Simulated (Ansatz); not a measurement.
CdS (zinc blende): frozen-phonon scan

Starting cell, CdS (zinc blende):

```
CdS
1.0
    0.00000     5.92710     5.92710
    2.96355     0.00000     2.96355
    2.96355     2.96355     0.00000
S Cd
2 2
Direct
  0.37500   0.75000   0.75000
  0.87500   0.75000   0.75000
  0.00000   0.00000   0.00000
  0.50000   0.00000   0.00000
```

A phonon eigenvector at L = (0.5, 0.0, 0.0) is frozen into this cell: atom i moves by Q times the vector below, so Q is the largest atomic displacement, in Å. The cell is held. (q is in reciprocal vectors of the primitive cell; the cell shown is doubled to hold the pattern.)

| atom | x | y | z |
|---|---|---|---|
| S1 | 0.577 | -0.577 | -0.577 |
| S2 | -0.577 | 0.577 | 0.577 |
| Cd3 | -0.048 | 0.048 | 0.048 |
| Cd4 | 0.048 | -0.048 | -0.048 |

These are PBE (plane waves to 420 eV, PAW, scalar-relativistic; Ansatz, a program for electronic structure) values and carry that method's errors. k mesh 5×10×10 (Γ-centred), Fermi-Dirac smearing 0.05 eV. Energies are smeared free energies. CdS was relaxed with its symmetry unable to fall. The PAW data are Ansatz's earlier set. The zero of ΔE is the undisplaced structure.

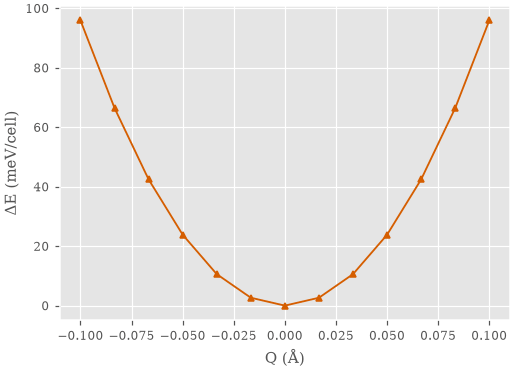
Figure: ΔE (meV/cell) against Q (Å); one marker a computed point.

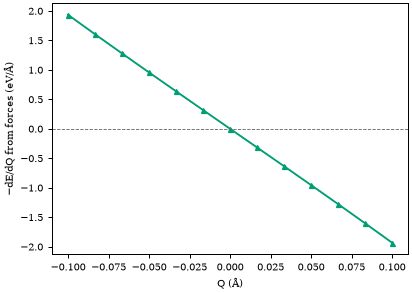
−dE/dQ from forces (eV/Å) against Q (Å); computed points joined by lines.

The energy at Q = 0.100 Å is 95.9 meV/cell. Space group of the distorted cell: R3m (No. 160), lowered from F-43m. Shape of the curve: a single well with its minimum at or next to zero displacement. Wavenumber by perturbation theory (DFPT, on another k mesh): 281 cm⁻¹. Harmonic wavenumber from the curvature (finite differences): 281 cm⁻¹.

E″ = 19.04 eV/Å², M = Σ mᵢ|uᵢ|² = 65.7 u, ν̃ = 521.5·√(|E″|/M).

(For displaced atoms, the force is minus the slope of the energy, and its curvature is a force constant, which sets phonon frequencies.)
